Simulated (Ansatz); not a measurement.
## Electronic structure of C₂H₅NSi (SMILES [SiH3]C1C=N1) in real space

Input file:

```
crystal:
  periodic: [false, false, false]
  atoms:
    - {symbol: Si, position_ang: [-0.493321, 0.904974, -0.752896]}
    - {symbol: C, position_ang: [0.326393, -0.645048, -0.106496]}
    - {symbol: C, position_ang: [0.442887, -0.960599, 1.307319]}
    - {symbol: N, position_ang: [1.516090, -0.495381, 0.892457]}
    - {symbol: H, position_ang: [-1.833969, 0.573222, -1.308825]}
    - {symbol: H, position_ang: [-0.647884, 1.871308, 0.365692]}
    - {symbol: H, position_ang: [0.319871, 1.521054, -1.834381]}
    - {symbol: H, position_ang: [0.447261, -1.474664, -0.804340]}
    - {symbol: H, position_ang: [0.011172, -1.341167, 2.224469]}
basis:
  gaussian: {orbitals: def2-TZVPP}
hamiltonian: {xc: pbe0, dispersion: d4}
output: {orbitals: {seedname: orbitals}}
```

Run with:

```sh
ansatz run in.yaml --threads 2 --pin off --events-out ev --progress --plain --max-ram 4352MiB
```

Geometry: PBE0-D4/def2-TZVP.

All numbers below come from Ansatz, RKS PBE0-D4/def2-TZVPP.

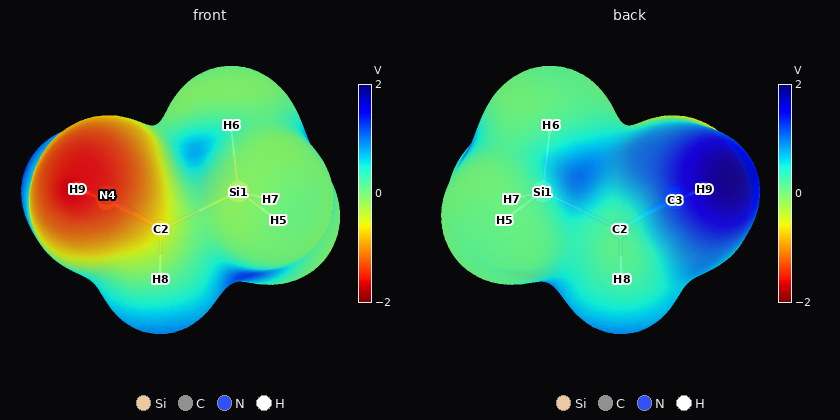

Figure 1. The molecular electrostatic potential painted on the density surface at 0.002 e/bohr³, seen from the front and from behind; red is negative and blue positive.

Where is the surface potential most negative and most positive?

Answer. The most negative region (about −1.6 V) lies over N4, the most positive (about +1.8 V) over H9. N4 is the likeliest acceptor of a hydrogen bond.

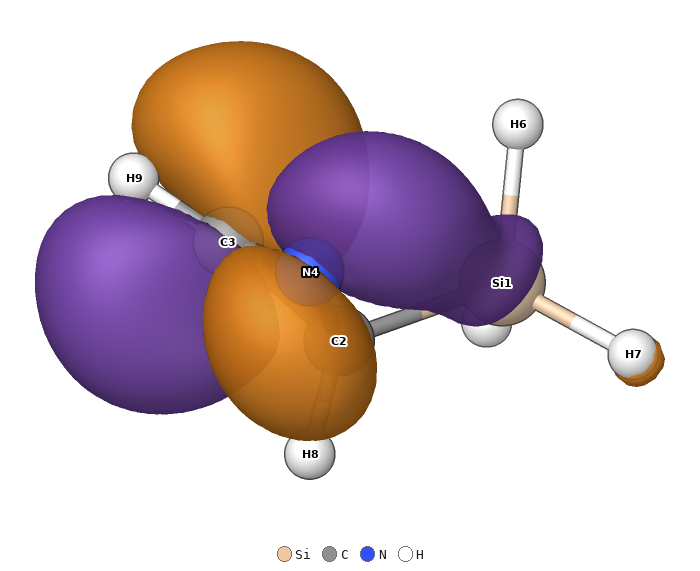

Figure 2. One frontier orbital at ±0.1 Å⁻³ᐟ² (orange and purple are the two phases), seen at a tilt.

Which orbital is it: HOMO or LUMO?

Answer. The LUMO, at −0.83 eV. By Hirshfeld shares it lies mainly on C3 (about 40 %), N4 (about 35 %) and H9 (about 5 %); π-antibonding (π*) across C3–N4.

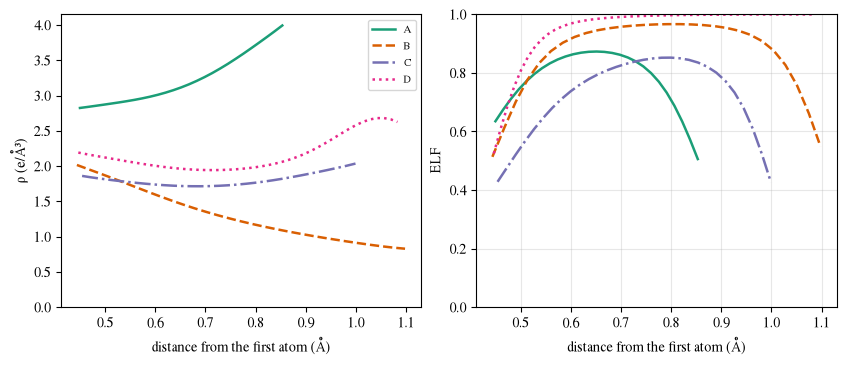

Figure 3. Total electron density and electron localisation function along straight lines between neighbouring atoms. The curves leave out the atomic cores.

Which curve belongs to which contact (C–C, C–H, C–N and C–Si)? The first atom named is at distance zero.

Answer. Curve A: C–N (1.24 Å): the density is about 3 e/Å³ at the midpoint; the ELF peaks at about 0.85 between the atoms; a short, multiple covalent bond. Curve B: C–Si (1.87 Å): ρ is about 0.98 e/Å³ halfway; the ELF peaks at about 0.95 between the atoms (a covalent bond). Curve C: C–C (1.45 Å): ρ at the midpoint is about 1.7 e/Å³; the ELF peaks at about 0.85 between the atoms; a covalent bond. Curve D: C–H (1.08 Å): the density is about 2.1 e/Å³ at the midpoint; the ELF climbs to about 1 towards the hydrogen, as it does in any bond to H; a covalent bond by its length.
